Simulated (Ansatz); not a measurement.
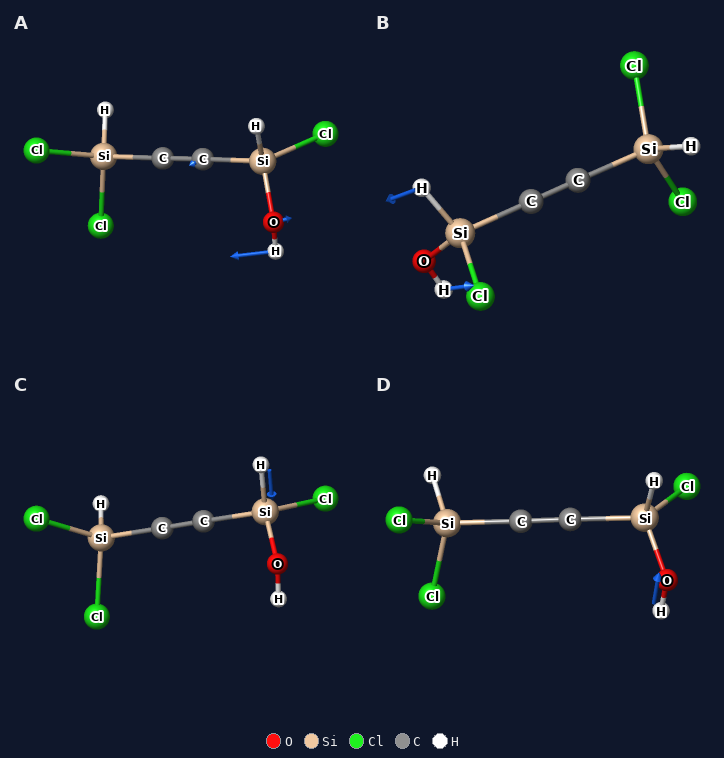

4 normal modes of one molecule or complex, as arrows. Harmonic vibrations computed with RKS PBE0-D4/def2-TZVP (Ansatz 0.2.0) at a stationary point of the same level.

> Match the panels to the wavenumbers 272 cm⁻¹, 869 cm⁻¹, 2314 cm⁻¹, 3915 cm⁻¹.

A: 272 cm⁻¹
B: 869 cm⁻¹, angle bending
C: 2314 cm⁻¹, Si–H stretching
D: 3915 cm⁻¹, O–H stretching
